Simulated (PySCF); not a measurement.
## AlH3S: saddle-point search (part 2 of 3)

AlH3S; HCTH407/Roos-DZ, RKS (PySCF 2.14.0). 

Geometry of the input (Å):
```
Al -0.6161  -0.0642  -0.1817
S  1.1291  -0.3431  1.0966
H  -1.9817  -0.6501  0.3511
H  -0.4411  0.6960  -1.5564
H  0.9306  0.3652  -0.3387
```

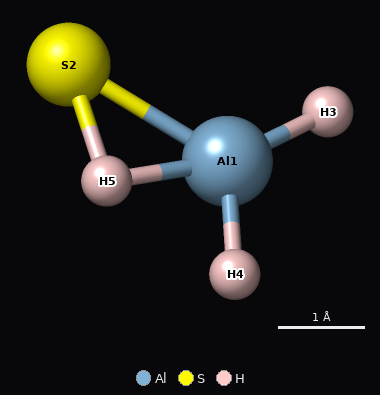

*The input geometry (ball-and-stick view, seen at a tilt; atoms are numbered from 1 in the order of the input). Sticks mark near contacts.*

### The program's output, continued
```
--------------- DFRKS_Scanner gradients ---------------
         x                y                z
0 Al     0.0183893080     0.0030869556     0.0014403299
1 S     0.0030945686     0.0011810578    -0.0009605213
2 H    -0.0005643175     0.0005403640    -0.0011059106
3 H     0.0014731270     0.0003668297    -0.0000394432
4 H    -0.0224519866    -0.0051663021     0.0005998921
----------------------------------------------
cycle 10: E = -642.545108674  dE = -0.0035791  norm(grad) = 0.0299491
Step    9 : Displace = 3.028e-02/5.263e-02 (rms/max) Trust = 3.000e-02 (=) Grad = 1.339e-02/2.305e-02 (rms/max) E (change) = -642.5451086736 (-3.579e-03) Quality = 0.876
Hessian Eigenvalues:  -2.540e-02 -1.553e-02 -1.343e-02 -1.252e-02 -2.723e-03 -9.255e-04  1.522e-03
 1.324e-02  1.468e-02  4.624e-02  1.125e-01  1.361e-01    .....    1.388e-01  1.820e-01  1.892e-01

Geometry optimization cycle 11
Cartesian coordinates (Angstrom)
 Atom        New coordinates             dX        dY        dZ
  Al  -0.583612  -0.202323   0.085075   -0.010976  0.031226  0.005101
   S   1.220556  -0.499743   1.260901   -0.014416 -0.018818  0.005874
   H  -2.037876  -0.709902   0.478152   -0.006410  0.033255  0.027005
   H  -0.299749   0.593183  -1.269140   -0.032660  0.030147  0.001725
   H   1.436549   0.180699   0.115879    0.058318 -0.000243  0.020052
converged SCF energy = -642.547764421299
--------------- DFRKS_Scanner gradients ---------------
         x                y                z
0 Al     0.0165563576     0.0030970418     0.0011065303
1 S     0.0023347351    -0.0015147251     0.0032263241
2 H    -0.0005088199     0.0003098614    -0.0010007966
3 H     0.0008297618     0.0001048117    -0.0002191644
4 H    -0.0192795880    -0.0019945939    -0.0031769850
----------------------------------------------
cycle 11: E = -642.547764421  dE = -0.00265575  norm(grad) = 0.0262862
Step   10 : Displace = 3.253e-02/5.771e-02 (rms/max) Trust = 3.000e-02 (=) Grad = 1.176e-02/1.964e-02 (rms/max) E (change) = -642.5477644213 (-2.656e-03) Quality = 0.915
Hessian Eigenvalues:  -2.499e-02 -1.520e-02 -1.293e-02 -2.823e-03 -9.256e-04  1.507e-03  3.998e-03
 1.273e-02  1.655e-02  4.700e-02  1.128e-01  1.362e-01    .....    1.389e-01  1.866e-01  1.997e-01

Geometry optimization cycle 12
Cartesian coordinates (Angstrom)
 Atom        New coordinates             dX        dY        dZ
  Al  -0.615310  -0.148431   0.093286   -0.031698  0.053893  0.008211
   S   1.209432  -0.509182   1.221775   -0.011124 -0.009439 -0.039126
   H  -2.060693  -0.648283   0.525447   -0.022816  0.061619  0.047295
   H  -0.346344   0.651381  -1.259262   -0.046595  0.058199  0.009878
   H   1.485316   0.183585   0.109522    0.048767  0.002886 -0.006357
converged SCF energy = -642.550335089794
--------------- DFRKS_Scanner gradients ---------------
         x                y                z
0 Al     0.0141544488     0.0028394197     0.0012489878
1 S     0.0025646874     0.0004138161    -0.0007013865
2 H    -0.0003636948     0.0000327045    -0.0009384171
3 H     0.0010796464    -0.0002519261    -0.0001148088
4 H    -0.0175151253    -0.0030176137     0.0004470608
----------------------------------------------
cycle 12: E = -642.55033509  dE = -0.00257067  norm(grad) = 0.023142
Step   11 : Displace = 3.093e-02/5.891e-02 (rms/max) Trust = 3.000e-02 (=) Grad = 1.035e-02/1.778e-02 (rms/max) E (change) = -642.5503350898 (-2.571e-03) Quality = 0.964
Hessian Eigenvalues:  -1.587e-02 -1.519e-02 -1.289e-02 -2.823e-03 -9.257e-04  1.473e-03  4.001e-03
 9.518e-03  1.508e-02  4.699e-02  1.128e-01  1.362e-01    .....    1.390e-01  1.868e-01  2.049e-01

Geometry optimization cycle 13
Cartesian coordinates (Angstrom)
 Atom        New coordinates             dX        dY        dZ
  Al  -0.676440  -0.023939   0.136233   -0.061131  0.124492  0.042946
   S   1.167992  -0.529825   1.180182   -0.041441 -0.020642 -0.041593
   H  -2.115213  -0.492626   0.619680   -0.054520  0.155658  0.094234
   H  -0.430970   0.787230  -1.213591   -0.084626  0.135849  0.045671
   H   1.501125   0.184466   0.094779    0.015809  0.000881 -0.014743
converged SCF energy = -642.552253260368
--------------- DFRKS_Scanner gradients ---------------
         x                y                z
0 Al     0.0121499170     0.0030963022     0.0014260977
1 S     0.0020181179    -0.0010970783     0.0006102952
2 H    -0.0000739654    -0.0004478181    -0.0010330582
3 H     0.0009958276    -0.0007108487    -0.0005391003
4 H    -0.0151717608    -0.0008190825    -0.0005200415
----------------------------------------------
cycle 13: E = -642.55225326  dE = -0.00191817  norm(grad) = 0.0199769
Step   12 : Displace = 2.972e-02/5.322e-02 (rms/max) Trust = 3.000e-02 (=) Grad = 8.934e-03/1.520e-02 (rms/max) E (change) = -642.5522532604 (-1.918e-03) Quality = 0.928
Hessian Eigenvalues:  -1.520e-02 -1.295e-02 -5.905e-03 -2.822e-03 -9.237e-04  1.406e-03  4.119e-03
 5.402e-03  1.517e-02  4.699e-02  1.128e-01  1.362e-01    .....    1.390e-01  1.871e-01  2.050e-01

Geometry optimization cycle 14
Cartesian coordinates (Angstrom)
 Atom        New coordinates             dX        dY        dZ
  Al  -0.681807  -0.041308   0.120032   -0.005367 -0.017369 -0.016201
   S   1.163113  -0.565811   1.159782   -0.004879 -0.035986 -0.020400
   H  -2.114459  -0.506965   0.625380    0.000754 -0.014339  0.005700
   H  -0.457796   0.785262  -1.222758   -0.026826 -0.001968 -0.009166
   H   1.558526   0.153237   0.096325    0.057401 -0.031229  0.001546
converged SCF energy = -642.553999840078
--------------- DFRKS_Scanner gradients ---------------
         x                y                z
0 Al     0.0108745351     0.0025074642     0.0011042243
1 S     0.0013775072    -0.0017655718     0.0017708230
2 H    -0.0002035950    -0.0002852250    -0.0008936979
3 H     0.0006465911    -0.0006208833    -0.0003805086
4 H    -0.0127658941     0.0001815241    -0.0016599409
----------------------------------------------
cycle 14: E = -642.55399984  dE = -0.00174658  norm(grad) = 0.0173649
Step   13 : Displace = 2.952e-02/5.509e-02 (rms/max) Trust = 3.000e-02 (=) Grad = 7.766e-03/1.287e-02 (rms/max) E (change) = -642.5539998401 (-1.747e-03) Quality = 0.931
Hessian Eigenvalues:  -1.472e-02 -1.265e-02 -2.824e-03 -9.908e-04 -6.677e-04  1.642e-03  4.233e-03
 1.259e-02  1.516e-02  4.699e-02  1.128e-01  1.362e-01    .....    1.390e-01  1.871e-01  2.092e-01

Geometry optimization cycle 15
Cartesian coordinates (Angstrom)
 Atom        New coordinates             dX        dY        dZ
  Al  -0.679818  -0.060306   0.099234    0.001989 -0.018997 -0.020798
   S   1.179621  -0.642002   1.089127    0.016509 -0.076191 -0.070655
   H  -2.099738  -0.516589   0.647481    0.014721 -0.009624  0.022101
   H  -0.484510   0.795097  -1.228806   -0.026714  0.009835 -0.006049
   H   1.631010   0.090822   0.063544    0.072483 -0.062415 -0.032781
converged SCF energy = -642.555632329284
--------------- DFRKS_Scanner gradients ---------------
         x                y                z
0 Al     0.0090353924     0.0019518929     0.0007860852
1 S     0.0018508274    -0.0006989916     0.0000919533
2 H    -0.0002756293    -0.0001920219    -0.0007143217
3 H     0.0005764323    -0.0006043668    -0.0002914606
4 H    -0.0112434559    -0.0004414241     0.0000677480
----------------------------------------------
cycle 15: E = -642.555632329  dE = -0.00163249  norm(grad) = 0.0147651
Step   14 : Displace = 3.177e-02/5.965e-02 (rms/max) Trust = 3.000e-02 (=) Grad = 6.603e-03/1.125e-02 (rms/max) E (change) = -642.5556323293 (-1.632e-03) Quality = 0.972
Hessian Eigenvalues:  -1.271e-02 -8.737e-03 -2.822e-03 -9.976e-04 -6.607e-04  1.621e-03  4.266e-03
 9.830e-03  1.513e-02  4.702e-02  1.128e-01  1.362e-01    .....    1.390e-01  1.871e-01  2.109e-01

Geometry optimization cycle 16
Cartesian coordinates (Angstrom)
 Atom        New coordinates             dX        dY        dZ
  Al  -0.716244  -0.070050   0.089921   -0.036426 -0.009744 -0.009313
   S   1.132767  -0.657988   1.098431   -0.046855 -0.015986  0.009304
   H  -2.131194  -0.528417   0.647026   -0.031456 -0.011828 -0.000455
   H  -0.522240   0.791560  -1.234316   -0.037730 -0.003537 -0.005509
   H   1.658835   0.062478   0.096650    0.027825 -0.028344  0.033106
converged SCF energy = -642.556907208563
--------------- DFRKS_Scanner gradients ---------------
         x                y                z
0 Al     0.0075370558     0.0011995747     0.0010834137
1 S     0.0006296300    -0.0011178210     0.0008147600
2 H    -0.0000988883    -0.0000857151    -0.0005860198
3 H     0.0005861038    -0.0004199691    -0.0002911811
4 H    -0.0087199554     0.0004421262    -0.0010814477
----------------------------------------------
cycle 16: E = -642.556907209  dE = -0.00127488  norm(grad) = 0.0118363
Step   15 : Displace = 2.942e-02/5.490e-02 (rms/max) Trust = 3.000e-02 (=) Grad = 5.293e-03/8.798e-03 (rms/max) E (change) = -642.5569072086 (-1.275e-03) Quality = 0.944
Hessian Eigenvalues:  -1.226e-02 -3.301e-03 -2.491e-03 -9.053e-04 -6.440e-04  1.722e-03  4.327e-03
 1.176e-02  1.518e-02  4.803e-02  1.129e-01  1.363e-01    .....    1.390e-01  1.877e-01  2.118e-01

Geometry optimization cycle 17
Cartesian coordinates (Angstrom)
 Atom        New coordinates             dX        dY        dZ
  Al  -0.763378  -0.096306   0.075347   -0.047134 -0.026255 -0.014573
   S   1.076435  -0.723574   1.087582   -0.056331 -0.065586 -0.010849
   H  -2.172886  -0.550148   0.648330   -0.041691 -0.021731  0.001304
   H  -0.574776   0.782212  -1.237866   -0.052536 -0.009348 -0.003550
   H   1.672902  -0.009654   0.123557    0.014067 -0.072132  0.026907
converged SCF energy = -642.557898342571
--------------- DFRKS_Scanner gradients ---------------
         x                y                z
0 Al     0.0056491095     0.0009497339     0.0005994372
1 S     0.0011502513    -0.0006768922     0.0002965808
2 H     0.0000538786    -0.0000256995    -0.0003877269
3 H     0.0004197084    -0.0003289044    -0.0002461993
4 H    -0.0073490989     0.0001164537    -0.0003263701
----------------------------------------------
cycle 17: E = -642.557898343  dE = -0.000991134  norm(grad) = 0.00946949
Step   16 : Displace = 3.068e-02/5.512e-02 (rms/max) Trust = 3.000e-02 (=) Grad = 4.235e-03/7.357e-03 (rms/max) E (change) = -642.5578983426 (-9.911e-04) Quality = 0.977
Hessian Eigenvalues:  -8.066e-03 -3.297e-03 -2.395e-03 -9.085e-04 -6.447e-04  1.717e-03  4.348e-03
 9.841e-03  1.518e-02  4.872e-02  1.130e-01  1.363e-01    .....    1.390e-01  1.877e-01  2.123e-01

Geometry optimization cycle 18
Cartesian coordinates (Angstrom)
 Atom        New coordinates             dX        dY        dZ
  Al  -0.833829  -0.142315   0.057027   -0.070451 -0.046010 -0.018321
   S   0.976200  -0.840503   1.073988   -0.100236 -0.116929 -0.013594
   H  -2.253007  -0.573049   0.624036   -0.080121 -0.022901 -0.024294
   H  -0.619295   0.761376  -1.235260   -0.044519 -0.020836  0.002606
   H   1.664265  -0.134375   0.161675   -0.008638 -0.124721  0.038117
converged SCF energy = -642.558668473855
--------------- DFRKS_Scanner gradients ---------------
         x                y                z
0 Al     0.0047709718    -0.0001172027     0.0013822929
1 S    -0.0009202267    -0.0008567207     0.0004186835
2 H    -0.0000129376     0.0000854558    -0.0002862478
3 H     0.0005421115    -0.0002131707    -0.0002711880
4 H    -0.0044375694     0.0011423509    -0.0012967390
----------------------------------------------
cycle 18: E = -642.558668474  dE = -0.000770131  norm(grad) = 0.0070444
Step   17 : Displace = 2.894e-02/5.452e-02 (rms/max) Trust = 3.000e-02 (=) Grad = 3.150e-03/4.969e-03 (rms/max) E (change) = -642.5586684739 (-7.701e-04) Quality = 0.955
Hessian Eigenvalues:  -5.584e-03 -3.009e-03 -2.330e-03 -9.120e-04 -6.514e-04  1.686e-03  4.421e-03
 7.814e-03  1.516e-02  4.990e-02  1.132e-01  1.363e-01    .....    1.390e-01  1.880e-01  2.127e-01

Geometry optimization cycle 19
Cartesian coordinates (Angstrom)
 Atom        New coordinates             dX        dY        dZ
  Al  -0.908377  -0.182367   0.058505   -0.074547 -0.040051  0.001479
   S   0.896888  -0.914575   1.084664   -0.079311 -0.074071  0.010676
   H  -2.318874  -0.617082   0.642910   -0.065867 -0.044032  0.018874
   H  -0.712736   0.736043  -1.224813   -0.093441 -0.025333  0.010447
   H   1.628971  -0.222286   0.203465   -0.035293 -0.087910  0.041790
converged SCF energy = -642.559064837269
--------------- DFRKS_Scanner gradients ---------------
         x                y                z
0 Al     0.0024359667     0.0008346390    -0.0004895696
1 S     0.0022393269    -0.0004366552     0.0000925711
2 H     0.0001803444     0.0000660835    -0.0000773590
3 H    -0.0000097460    -0.0001919886    -0.0001432199
4 H    -0.0049107330    -0.0002363048     0.0005598536
----------------------------------------------
cycle 19: E = -642.559064837  dE = -0.000396363  norm(grad) = 0.00605549
Step   18 : Displace = 2.798e-02/4.463e-02 (rms/max) Trust = 3.000e-02 (=) Grad = 2.708e-03/4.948e-03 (rms/max) E (change) = -642.5590648373 (-3.964e-04) Quality = 0.861
Hessian Eigenvalues:  -5.140e-03 -2.657e-03 -1.633e-03 -8.829e-04 -5.935e-04  1.739e-03  4.380e-03
 6.154e-03  1.518e-02  5.441e-02  1.140e-01  1.363e-01    .....    1.390e-01  1.881e-01  2.139e-01

Geometry optimization cycle 20
Cartesian coordinates (Angstrom)
 Atom        New coordinates             dX        dY        dZ
  Al  -0.970415  -0.224782   0.039780   -0.062039 -0.042416 -0.018725
   S   0.796888  -1.030591   1.054700   -0.100001 -0.116016 -0.029964
   H  -2.402090  -0.626845   0.599263   -0.083216 -0.009763 -0.043647
   H  -0.726165   0.720704  -1.216371   -0.013429 -0.015340  0.008443
   H   1.629667  -0.362924   0.232042    0.000695 -0.140638  0.028577
converged SCF energy = -642.559408603757
--------------- DFRKS_Scanner gradients ---------------
         x                y                z
0 Al     0.0028643822    -0.0015084850     0.0022098824
1 S    -0.0033417370    -0.0002071034    -0.0003217454
2 H    -0.0004573136     0.0002667743    -0.0002105384
3 H     0.0006032459    -0.0001318111    -0.0001552494
4 H     0.0002686035     0.0016178013    -0.0015567887
----------------------------------------------
cycle 20: E = -642.559408604  dE = -0.000343766  norm(grad) = 0.00570267
Step   19 : Displace = 2.943e-02/5.662e-02 (rms/max) Trust = 3.000e-02 (=) Grad = 2.550e-03/3.920e-03 (rms/max) E (change) = -642.5594086038 (-3.438e-04) Quality = 0.638
Hessian Eigenvalues:  -6.062e-03 -2.671e-03 -1.538e-03 -8.964e-04 -6.030e-04  1.650e-03  4.555e-03
 7.212e-03  1.519e-02  6.247e-02  1.156e-01  1.363e-01    .....    1.390e-01  1.882e-01  2.153e-01

Geometry optimization cycle 21
Cartesian coordinates (Angstrom)
 Atom        New coordinates             dX        dY        dZ
  Al  -0.986199  -0.226967   0.010823   -0.015783 -0.002185 -0.028957
   S   0.766504  -1.081639   1.049050   -0.030383 -0.051048 -0.005650
   H  -2.405139  -0.640710   0.590724   -0.003050 -0.013866 -0.008539
   H  -0.758251   0.734286  -1.233877   -0.032086  0.013582 -0.017507
   H   1.635332  -0.445021   0.250669    0.005666 -0.082097  0.018627
converged SCF energy = -642.559552068643
--------------- DFRKS_Scanner gradients ---------------
         x                y                z
0 Al    -0.0002482216     0.0009157513    -0.0011460645
1 S     0.0018983064    -0.0004197635     0.0002090958
2 H     0.0001667088    -0.0000593145     0.0002204668
3 H    -0.0000987577    -0.0001273128     0.0000296487
4 H    -0.0017918097    -0.0002588396     0.0006509845
----------------------------------------------
cycle 21: E = -642.559552069  dE = -0.000143465  norm(grad) = 0.00313772
Step   20 : Displace = 3.136e-02/4.506e-02 (rms/max) Trust = 3.000e-02 (=) Grad = 1.403e-03/1.955e-03 (rms/max) E (change) = -642.5595520686 (-1.435e-04) Quality = 0.598
Hessian Eigenvalues:  -6.211e-03 -2.589e-03 -1.353e-03 -9.471e-04 -6.078e-04  1.666e-03  4.553e-03
 6.750e-03  1.518e-02  7.546e-02  1.212e-01  1.364e-01    .....    1.390e-01  1.883e-01  2.182e-01

Geometry optimization cycle 22
Cartesian coordinates (Angstrom)
 Atom        New coordinates             dX        dY        dZ
  Al  -1.011137  -0.253988   0.016882   -0.024939 -0.027021  0.006059
   S   0.727226  -1.098257   1.074058   -0.039279 -0.016618  0.025008
   H  -2.440289  -0.649836   0.584911   -0.035150 -0.009126 -0.005814
   H  -0.767544   0.695336  -1.235401   -0.009293 -0.038950 -0.001524
   H   1.641184  -0.542942   0.257566    0.005851 -0.097921  0.006897
converged SCF energy = -642.55957421196
--------------- DFRKS_Scanner gradients ---------------
         x                y                z
0 Al     0.0000514897    -0.0006265093     0.0007041153
1 S    -0.0011139864     0.0004714219    -0.0001444996
2 H    -0.0001813950     0.0000359661    -0.0001747038
3 H     0.0001228551     0.0001433561     0.0000222933
4 H     0.0010601769     0.0000160940    -0.0004432938
```
